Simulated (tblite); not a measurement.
**Run report: C4H5GeN, geometry relaxation**

The run: geometry relaxation of C4H5GeN, SMILES N#C[C@H]1C=[C]1[GeH3]. Method and program: GFN2-xTB geometry optimisation, gas phase (tblite 0.8.0).

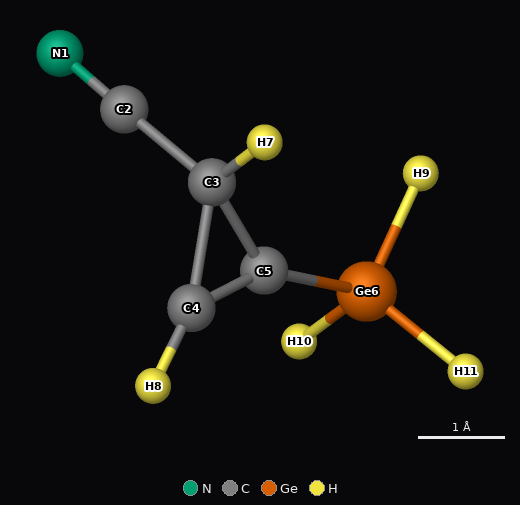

Figure 1. The input geometry (ball-and-stick view, seen at a tilt; atoms are numbered from 1 in the order of the input). Sticks mark near contacts.

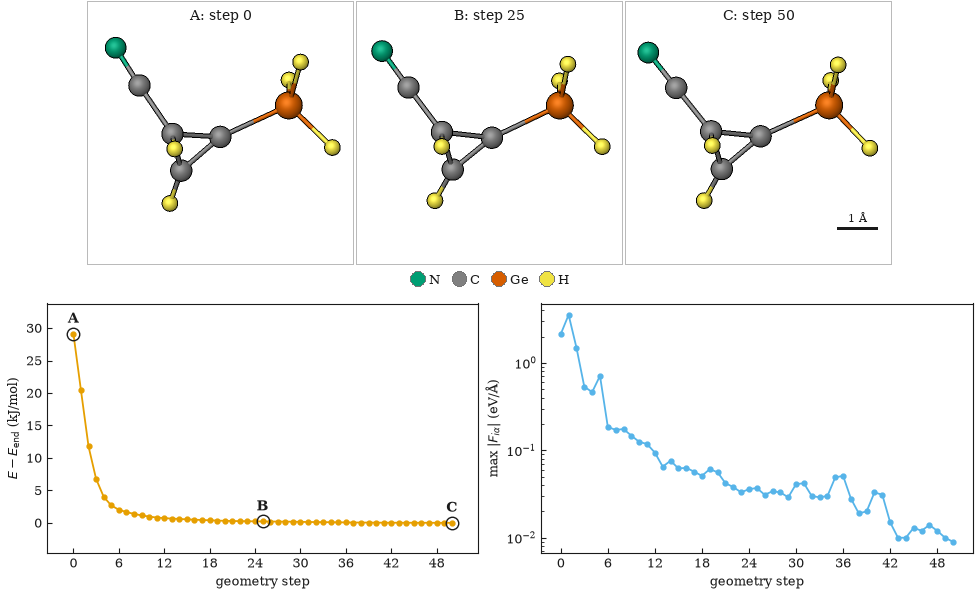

Figure 2. Frames of the relaxation (ball-and-stick view, seen at a tilt) above the curves, on which the letters mark them (steps are counted from 0).

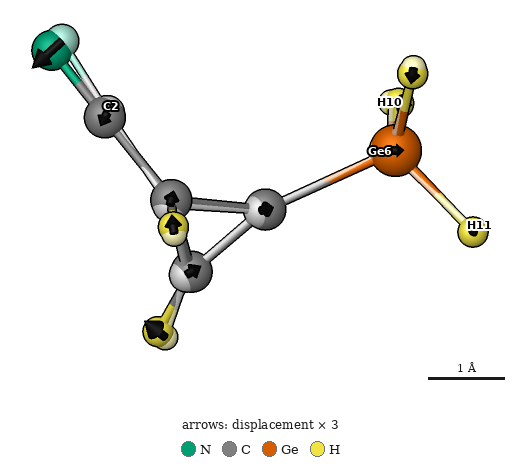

Figure 3. Start (faint) and end (solid) with the displacements as black arrows, magnified 3 times (ball-and-stick view, seen at a tilt). The two geometries are laid on each other by the best rigid fit. N1 moves most after the best rigid fit: 0.19 Å. Largest moves by element: N 0.19 Å, H 0.14 Å, C 0.08 Å, Ge 0.06 Å. Among the contacts that change: C2–C3 1.500 → 1.420 Å, Ge6–H9 1.567 → 1.488 Å, Ge6–H10 1.535 → 1.489 Å, C3–C5 1.488 → 1.534 Å. Among the angles that change: C3–C4–H8 153.2° → 141.8°, C5–C4–H8 143.0° → 152.3°, C2–C3–C5 113.0° → 118.9°. The energy falls by 29.1 kJ/mol in 50 geometry steps. Largest force component: 2.1 eV/Å at the start, 0.009 eV/Å at the end. (Atoms are counted from 1 in the order of the input.)

These pictures come from the run below.

## Input
```
{"job": {"kind": "relax", "xc": "GFN2-xTB", "basis": "xTB"}, "charge": 0, "multiplicity": 1}
N     -1.793200     2.391300    -0.996400
C     -1.600300     1.459800    -0.369000
C     -1.295600     0.249700     0.463600
C     -1.179400    -1.049500    -0.239500
C     -0.039700    -0.435800     0.054000
Ge     1.880600    -0.275200     0.045400
H     -1.573500     0.270100     1.519600
H     -1.591500    -1.958900    -0.683300
H      2.308400     1.025500     0.806600
H      2.376500    -0.213100    -1.406100
H      2.513100    -1.461200     0.779100
```

The first line tells a small driver script what to run in tblite; the rest is the geometry in Å.

Launched with:
```bash
OMP_NUM_THREADS=1 python <driver script> task.json out
```

## Log
```
step      E/eV     max force
  0    -429.97293    2.656
  1    -430.06339    4.312
  2    -430.15285    1.624
  3    -430.20470    0.630
  4    -430.23307    0.538
  5    -430.24702    0.730
  6    -430.25382    0.191
  7    -430.25750    0.197
  8    -430.26048    0.191
  9    -430.26286    0.159
 10    -430.26474    0.134
 11    -430.26626    0.134
 12    -430.26724    0.107
 13    -430.26795    0.087
 14    -430.26857    0.086
 15    -430.26918    0.065
 16    -430.26974    0.066
 17    -430.27022    0.061
 18    -430.27068    0.053
 19    -430.27113    0.067
 20    -430.27153    0.062
 21    -430.27182    0.046
 22    -430.27202    0.045
 23    -430.27218    0.042
 24    -430.27237    0.039
 25    -430.27254    0.039
 26    -430.27266    0.031
 27    -430.27275    0.035
 28    -430.27283    0.035
 29    -430.27297    0.040
 30    -430.27317    0.055
 31    -430.27339    0.048
 32    -430.27355    0.030
 33    -430.27366    0.029
 34    -430.27377    0.033
 35    -430.27392    0.050
 36    -430.27409    0.051
 37    -430.27422    0.031
 38    -430.27430    0.023
 39    -430.27436    0.023
 40    -430.27443    0.033
 41    -430.27451    0.032
 42    -430.27456    0.018
 43    -430.27459    0.013
 44    -430.27460    0.011
 45    -430.27462    0.014
 46    -430.27464    0.015
 47    -430.27468    0.018
 48    -430.27471    0.016
 49    -430.27473    0.011
 50    -430.27474    0.009
```

## Trajectory as extended XYZ (Å, eV, eV/Å), 19 of the 51 frames kept, from step=0 to step=50
```
11
Properties=species:S:1:pos:R:3:forces:R:3 step=0 energy=-429.97293
N    -1.7932    2.3913   -0.9964   -0.0520   0.3660  -0.3410
C    -1.6003    1.4598   -0.3690    0.1060  -1.9460   1.8040
C    -1.2956    0.2497    0.4636   -1.0170   2.1360  -0.7760
C    -1.1794   -1.0495   -0.2395    1.4070  -0.7160  -0.4100
C    -0.0397   -0.4358    0.0540   -0.0400  -1.1800  -0.4380
Ge    1.8806   -0.2752    0.0454    0.5320   0.4240   0.1620
H    -1.5735    0.2701    1.5196   -0.1740   0.3520  -0.2720
H    -1.5915   -1.9589   -0.6833   -0.0180   1.0140   0.4550
H     2.3084    1.0255    0.8066   -0.3140  -0.7170  -0.4610
H     2.3765   -0.2131   -1.4061   -0.1880  -0.0480   0.5520
H     2.5131   -1.4612    0.7791   -0.2410   0.3150  -0.2750
11
Properties=species:S:1:pos:R:3:forces:R:3 step=3 energy=-430.20470
N    -1.7883    2.3688   -0.9844   -0.0430   0.0640  -0.0430
C    -1.6087    1.4404   -0.3383   -0.1020  -0.3290   0.3270
C    -1.3144    0.2842    0.4413    0.2980  -0.5340  -0.1520
C    -1.1439   -1.0622   -0.2488    0.3800   0.3650   0.1100
C    -0.0258   -0.4606    0.0465    0.1400   0.0570   0.0650
Ge    1.8969   -0.2618    0.0510    0.0970   0.0240   0.0310
H    -1.5809    0.2860    1.5034   -0.1310   0.2510  -0.3510
H    -1.5979   -1.9276   -0.6696   -0.2650   0.1990   0.0680
H     2.2957    0.9984    0.7889   -0.1680  -0.2620  -0.1930
H     2.3693   -0.2149   -1.3837   -0.0800  -0.0150   0.3030
H     2.5035   -1.4482    0.7678   -0.1240   0.1820  -0.1650
11
Properties=species:S:1:pos:R:3:forces:R:3 step=6 energy=-430.25382
N    -1.7890    2.3546   -0.9737   -0.0840  -0.0580   0.1170
C    -1.6197    1.4262   -0.3217    0.0380  -0.0300  -0.1850
C    -1.3000    0.2645    0.4318    0.1180   0.1090   0.0300
C    -1.1171   -1.0565   -0.2516    0.1550  -0.0830  -0.0440
C    -0.0002   -0.4590    0.0511   -0.0020  -0.0030   0.0260
Ge    1.9051   -0.2598    0.0535   -0.0460  -0.0980  -0.0210
H    -1.5930    0.3065    1.4760   -0.0980  -0.0030   0.0560
H    -1.6178   -1.9011   -0.6597   -0.1260   0.1030   0.0120
H     2.2812    0.9774    0.7730   -0.0180   0.1340   0.0500
H     2.3627   -0.2163   -1.3586    0.0390  -0.0010  -0.0440
H     2.4932   -1.4338    0.7539    0.0260  -0.0710   0.0040
11
Properties=species:S:1:pos:R:3:forces:R:3 step=8 energy=-430.26048
N    -1.7957    2.3527   -0.9673   -0.1230   0.1080  -0.0480
C    -1.6180    1.4188   -0.3287    0.0780  -0.1040  -0.0090
C    -1.2903    0.2669    0.4329    0.0250  -0.0500   0.0000
C    -1.1044   -1.0598   -0.2542   -0.1750  -0.0230   0.0110
C     0.0042   -0.4586    0.0538    0.1720   0.0440   0.0710
Ge    1.9044   -0.2648    0.0530    0.0800   0.0630   0.0380
H    -1.6009    0.3093    1.4745   -0.0310  -0.0190  -0.0140
H    -1.6292   -1.8909   -0.6578   -0.0680   0.0580  -0.0080
H     2.2775    0.9822    0.7734   -0.0390   0.0170  -0.0070
H     2.3643   -0.2165   -1.3578    0.0390  -0.0050  -0.0530
H     2.4935   -1.4366    0.7522    0.0420  -0.0880   0.0210
11
Properties=species:S:1:pos:R:3:forces:R:3 step=11 energy=-430.26626
N    -1.8157    2.3523   -0.9600   -0.0540  -0.0610  -0.0040
C    -1.6098    1.4094   -0.3409   -0.0140   0.1090   0.0330
C    -1.2787    0.2661    0.4330   -0.0360   0.0190  -0.0350
C    -1.0985   -1.0596   -0.2520    0.0090   0.0490   0.0510
C     0.0153   -0.4620    0.0617   -0.0630  -0.1180  -0.0010
Ge    1.9157   -0.2647    0.0562    0.0640  -0.0220   0.0010
H    -1.6119    0.3104    1.4691    0.0330  -0.0040  -0.0460
H    -1.6492   -1.8731   -0.6569    0.0070   0.0240  -0.0140
H     2.2693    0.9893    0.7731   -0.0020   0.0040   0.0040
H     2.3704   -0.2175   -1.3612    0.0230  -0.0030   0.0170
H     2.4986   -1.4481    0.7518    0.0350   0.0020  -0.0070
11
Properties=species:S:1:pos:R:3:forces:R:3 step=14 energy=-430.26857
N    -1.8311    2.3506   -0.9615   -0.0420   0.0160  -0.0270
C    -1.6076    1.4145   -0.3394   -0.0260   0.0080   0.0180
C    -1.2771    0.2685    0.4296    0.0610   0.0260   0.0100
C    -1.1016   -1.0576   -0.2476   -0.0020  -0.0310  -0.0390
C     0.0177   -0.4731    0.0662    0.0140   0.0190   0.0150
Ge    1.9245   -0.2671    0.0579   -0.0760  -0.0400   0.0030
H    -1.6118    0.3102    1.4636    0.0190   0.0200   0.0150
H    -1.6557   -1.8646   -0.6588   -0.0140  -0.0120  -0.0190
H     2.2663    0.9923    0.7736    0.0030  -0.0200  -0.0010
H     2.3761   -0.2182   -1.3612    0.0190  -0.0020   0.0280
H     2.5059   -1.4529    0.7515    0.0450   0.0170  -0.0040
11
Properties=species:S:1:pos:R:3:forces:R:3 step=17 energy=-430.27022
N    -1.8503    2.3489   -0.9649   -0.0280  -0.0060   0.0190
C    -1.6096    1.4208   -0.3367    0.0150  -0.0410  -0.0430
C    -1.2679    0.2735    0.4280   -0.0190  -0.0050   0.0140
C    -1.1024   -1.0575   -0.2489   -0.0320   0.0300  -0.0200
C     0.0191   -0.4807    0.0710   -0.0050   0.0440  -0.0230
Ge    1.9228   -0.2743    0.0602    0.0170   0.0220   0.0180
H    -1.6084    0.3136    1.4603    0.0300   0.0180   0.0260
H    -1.6634   -1.8588   -0.6630    0.0000  -0.0010  -0.0070
H     2.2636    0.9901    0.7733   -0.0120  -0.0570  -0.0110
H     2.3833   -0.2192   -1.3559    0.0000  -0.0070   0.0180
H     2.5188   -1.4537    0.7505    0.0330   0.0040   0.0090
11
Properties=species:S:1:pos:R:3:forces:R:3 step=19 energy=-430.27113
N    -1.8627    2.3475   -0.9652   -0.0090  -0.0410   0.0330
C    -1.6102    1.4210   -0.3388   -0.0030  -0.0030  -0.0310
C    -1.2639    0.2764    0.4286   -0.0610  -0.0110  -0.0080
C    -1.1044   -1.0552   -0.2518    0.0120   0.0460   0.0170
C     0.0185   -0.4808    0.0713   -0.0330  -0.0110  -0.0570
Ge    1.9216   -0.2776    0.0626    0.0470  -0.0230  -0.0070
H    -1.6038    0.3172    1.4615    0.0270   0.0170   0.0100
H    -1.6672   -1.8563   -0.6661    0.0170   0.0300   0.0060
H     2.2616    0.9843    0.7727   -0.0010  -0.0030   0.0220
H     2.3872   -0.2203   -1.3514   -0.0060  -0.0080   0.0060
H     2.5288   -1.4534    0.7507    0.0090   0.0070   0.0080
11
Properties=species:S:1:pos:R:3:forces:R:3 step=22 energy=-430.27202
N    -1.8773    2.3445   -0.9645   -0.0030   0.0050  -0.0140
C    -1.6116    1.4196   -0.3420   -0.0380  -0.0010   0.0240
C    -1.2648    0.2782    0.4282    0.0150  -0.0010  -0.0030
C    -1.1076   -1.0505   -0.2535    0.0090  -0.0230   0.0070
C     0.0178   -0.4809    0.0662    0.0200   0.0120  -0.0250
Ge    1.9241   -0.2832    0.0644   -0.0070  -0.0060  -0.0060
H    -1.5961    0.3227    1.4638    0.0100   0.0110  -0.0020
H    -1.6697   -1.8507   -0.6688   -0.0060   0.0090  -0.0030
H     2.2595    0.9786    0.7749    0.0040   0.0140   0.0300
H     2.3910   -0.2225   -1.3471    0.0030  -0.0080  -0.0220
H     2.5402   -1.4532    0.7523   -0.0070  -0.0130   0.0150
11
Properties=species:S:1:pos:R:3:forces:R:3 step=25 energy=-430.27254
N    -1.8871    2.3419   -0.9652   -0.0150   0.0130  -0.0120
C    -1.6185    1.4190   -0.3411   -0.0050  -0.0090   0.0020
C    -1.2631    0.2791    0.4273    0.0260   0.0100   0.0050
C    -1.1071   -1.0501   -0.2528   -0.0090  -0.0070  -0.0030
C     0.0197   -0.4794    0.0589    0.0080   0.0250   0.0100
Ge    1.9264   -0.2869    0.0647    0.0120   0.0370   0.0060
H    -1.5896    0.3279    1.4643    0.0170  -0.0120   0.0010
H    -1.6729   -1.8453   -0.6708   -0.0130  -0.0210  -0.0060
H     2.2584    0.9765    0.7808   -0.0030  -0.0260  -0.0020
H     2.3938   -0.2251   -1.3476    0.0080  -0.0050  -0.0040
H     2.5454   -1.4550    0.7555   -0.0250  -0.0060   0.0040
11
Properties=species:S:1:pos:R:3:forces:R:3 step=28 energy=-430.27283
N    -1.8928    2.3409   -0.9662   -0.0160  -0.0170   0.0090
C    -1.6231    1.4187   -0.3410    0.0120   0.0140  -0.0130
C    -1.2606    0.2806    0.4273   -0.0110   0.0010  -0.0060
C    -1.1067   -1.0502   -0.2527    0.0120   0.0160  -0.0020
C     0.0204   -0.4761    0.0548   -0.0050  -0.0160  -0.0030
Ge    1.9281   -0.2857    0.0647   -0.0060  -0.0140  -0.0110
H    -1.5837    0.3291    1.4653    0.0140  -0.0100   0.0030
H    -1.6745   -1.8449   -0.6720    0.0150   0.0110   0.0160
H     2.2583    0.9734    0.7847    0.0080   0.0070   0.0060
H     2.3959   -0.2270   -1.3484    0.0110   0.0010   0.0110
H     2.5440   -1.4560    0.7576   -0.0330   0.0080  -0.0080
11
Properties=species:S:1:pos:R:3:forces:R:3 step=31 energy=-430.27339
N    -1.9115    2.3372   -0.9681   -0.0070  -0.0190   0.0090
C    -1.6283    1.4193   -0.3426    0.0030   0.0070   0.0120
C    -1.2561    0.2842    0.4260   -0.0060  -0.0110  -0.0030
C    -1.1051   -1.0473   -0.2537    0.0040   0.0030  -0.0110
C     0.0229   -0.4721    0.0477    0.0100  -0.0110  -0.0210
Ge    1.9309   -0.2847    0.0626   -0.0420  -0.0240  -0.0010
H    -1.5679    0.3284    1.4674   -0.0120   0.0200  -0.0030
H    -1.6756   -1.8417   -0.6706    0.0220   0.0170   0.0200
H     2.2596    0.9675    0.7929    0.0160   0.0280  -0.0030
H     2.4045   -0.2307   -1.3473    0.0210   0.0120   0.0000
H     2.5321   -1.4574    0.7598   -0.0090  -0.0210   0.0010
11
Properties=species:S:1:pos:R:3:forces:R:3 step=33 energy=-430.27366
N    -1.9227    2.3341   -0.9685   -0.0040  -0.0040   0.0030
C    -1.6308    1.4193   -0.3426   -0.0030  -0.0060   0.0150
C    -1.2536    0.2854    0.4250    0.0080   0.0000   0.0070
C    -1.1037   -1.0452   -0.2548   -0.0120   0.0000  -0.0070
C     0.0250   -0.4709    0.0430   -0.0030   0.0140  -0.0110
Ge    1.9307   -0.2857    0.0617    0.0040   0.0070   0.0110
H    -1.5607    0.3297    1.4678   -0.0160   0.0200  -0.0030
H    -1.6758   -1.8383   -0.6688    0.0010  -0.0190  -0.0010
H     2.2607    0.9658    0.7967    0.0080   0.0030  -0.0210
H     2.4105   -0.2319   -1.3463    0.0190   0.0140   0.0040
H     2.5258   -1.4597    0.7608   -0.0020  -0.0290   0.0040
11
Properties=species:S:1:pos:R:3:forces:R:3 step=36 energy=-430.27409
N    -1.9389    2.3286   -0.9682   -0.0010   0.0150  -0.0010
C    -1.6349    1.4190   -0.3406   -0.0180   0.0020  -0.0120
C    -1.2495    0.2874    0.4250   -0.0080   0.0110   0.0040
C    -1.1033   -1.0422   -0.2575    0.0010  -0.0020   0.0140
C     0.0266   -0.4670    0.0339   -0.0130   0.0110   0.0060
Ge    1.9314   -0.2869    0.0620    0.0510  -0.0010  -0.0010
H    -1.5534    0.3352    1.4685   -0.0030  -0.0050   0.0090
H    -1.6753   -1.8375   -0.6662   -0.0110  -0.0240  -0.0120
H     2.2642    0.9644    0.7980    0.0020  -0.0140  -0.0190
H     2.4227   -0.2307   -1.3434    0.0090   0.0070   0.0210
H     2.5160   -1.4678    0.7626   -0.0080   0.0010  -0.0090
11
Properties=species:S:1:pos:R:3:forces:R:3 step=39 energy=-430.27436
N    -1.9498    2.3267   -0.9685    0.0000   0.0160   0.0000
C    -1.6401    1.4195   -0.3403   -0.0160  -0.0040  -0.0070
C    -1.2482    0.2897    0.4251   -0.0140  -0.0050  -0.0080
C    -1.1032   -1.0408   -0.2579    0.0080  -0.0070   0.0130
C     0.0271   -0.4626    0.0279    0.0070   0.0020   0.0070
Ge    1.9349   -0.2876    0.0617   -0.0200  -0.0110  -0.0030
H    -1.5474    0.3375    1.4702   -0.0010  -0.0060  -0.0020
H    -1.6745   -1.8393   -0.6649    0.0100   0.0170   0.0070
H     2.2676    0.9620    0.7978    0.0080   0.0000  -0.0010
H     2.4324   -0.2293   -1.3401    0.0140   0.0010   0.0000
H     2.5068   -1.4732    0.7631    0.0050  -0.0020  -0.0040
11
Properties=species:S:1:pos:R:3:forces:R:3 step=42 energy=-430.27456
N    -1.9558    2.3280   -0.9681   -0.0020  -0.0030   0.0070
C    -1.6463    1.4193   -0.3419    0.0010  -0.0060   0.0040
C    -1.2499    0.2906    0.4239    0.0020   0.0000  -0.0040
C    -1.1017   -1.0411   -0.2555   -0.0050   0.0030  -0.0010
C     0.0277   -0.4594    0.0260   -0.0020   0.0100   0.0060
Ge    1.9357   -0.2895    0.0610   -0.0140   0.0120   0.0010
H    -1.5452    0.3381    1.4705   -0.0060   0.0030  -0.0150
H    -1.6730   -1.8387   -0.6632    0.0050   0.0000   0.0050
H     2.2710    0.9603    0.7962    0.0060  -0.0060   0.0060
H     2.4410   -0.2278   -1.3374    0.0070  -0.0060  -0.0100
H     2.5021   -1.4771    0.7623    0.0080  -0.0060   0.0010
11
Properties=species:S:1:pos:R:3:forces:R:3 step=44 energy=-430.27460
N    -1.9579    2.3279   -0.9675   -0.0040  -0.0020   0.0040
C    -1.6477    1.4189   -0.3421    0.0010   0.0040  -0.0010
C    -1.2500    0.2909    0.4235   -0.0010   0.0040   0.0000
C    -1.1015   -1.0408   -0.2551    0.0010   0.0030  -0.0020
C     0.0276   -0.4582    0.0256   -0.0040   0.0020   0.0020
Ge    1.9352   -0.2896    0.0610    0.0100   0.0030  -0.0030
H    -1.5449    0.3387    1.4698   -0.0090   0.0030  -0.0030
H    -1.6726   -1.8383   -0.6626    0.0010  -0.0090   0.0020
H     2.2720    0.9595    0.7964    0.0050  -0.0050   0.0080
H     2.4434   -0.2279   -1.3372   -0.0010  -0.0070  -0.0010
H     2.5018   -1.4784    0.7622    0.0010   0.0050  -0.0050
11
Properties=species:S:1:pos:R:3:forces:R:3 step=47 energy=-430.27468
N    -1.9635    2.3280   -0.9664   -0.0070   0.0110  -0.0060
C    -1.6502    1.4190   -0.3426   -0.0020   0.0090  -0.0030
C    -1.2502    0.2921    0.4225   -0.0040  -0.0030   0.0020
C    -1.1012   -1.0400   -0.2551    0.0090  -0.0040  -0.0040
C     0.0275   -0.4558    0.0253    0.0100  -0.0100  -0.0080
Ge    1.9361   -0.2894    0.0602    0.0060  -0.0100  -0.0010
H    -1.5455    0.3402    1.4683   -0.0110   0.0030   0.0140
H    -1.6716   -1.8390   -0.6610    0.0050  -0.0010   0.0040
H     2.2750    0.9569    0.7990    0.0050   0.0010   0.0040
H     2.4477   -0.2299   -1.3372   -0.0080  -0.0020   0.0040
H     2.5013   -1.4794    0.7611   -0.0030   0.0060  -0.0060
11
Properties=species:S:1:pos:R:3:forces:R:3 step=50 energy=-430.27474
N    -1.9669    2.3295   -0.9656   -0.0030   0.0020  -0.0020
C    -1.6524    1.4199   -0.3433    0.0000  -0.0010   0.0000
C    -1.2515    0.2926    0.4218    0.0030   0.0010  -0.0020
C    -1.1000   -1.0398   -0.2550    0.0010   0.0010   0.0000
C     0.0280   -0.4543    0.0251    0.0030   0.0030   0.0000
Ge    1.9371   -0.2893    0.0594   -0.0040   0.0010   0.0050
H    -1.5485    0.3413    1.4676    0.0010  -0.0020  -0.0030
H    -1.6693   -1.8407   -0.6588    0.0050   0.0010   0.0010
H     2.2787    0.9551    0.8008    0.0030  -0.0010  -0.0020
H     2.4502   -0.2314   -1.3372   -0.0090   0.0030   0.0000
H     2.5000   -1.4801    0.7591    0.0020  -0.0070   0.0020
```

## Summary

```csv
quantity,value
outcome,converged
total energy,−430.2747 eV
hardware,"1 CPU thread, shared host"
peak memory,0.18 GiB
```
